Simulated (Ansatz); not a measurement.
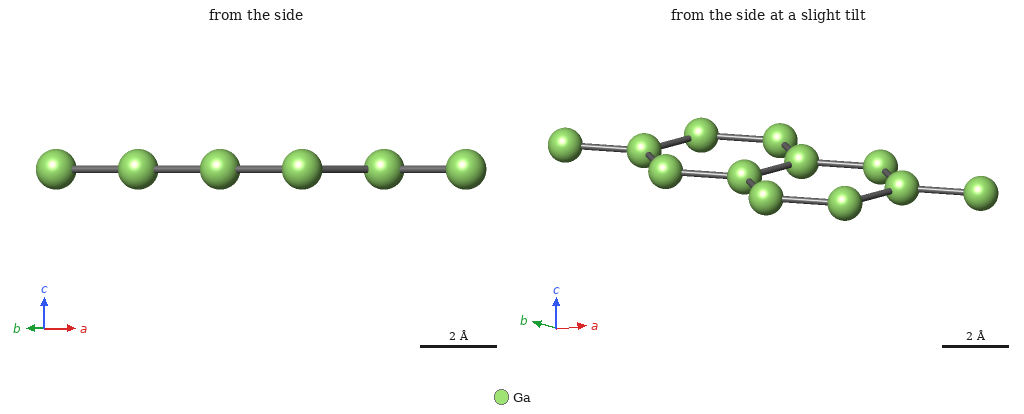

A ball-and-stick picture of a periodic sheet, seen from the side and from the side at a slight tilt. The surface normal points up in side views; the vacuum is left out. 2×3 cells are drawn in the plane, with atoms at the edges repeated.

The cell holds 2 Ga.

How far apart are the outermost atoms along the normal?

About 0.0 Å from the lowest to the highest atom.

How are the atoms bonded?

Ga is coordinated by three Ga in a trigonal planar arrangement at about 2.5 Å. The bonds build Ga layers parallel to the surface.

Origin of the cell: a structure type filled with this element by a generator (whether the element takes this form wasn't checked). A relaxation with DFT PBE, scalar-relativistic, plane waves, PAW (Ansatz) gave the geometry drawn.
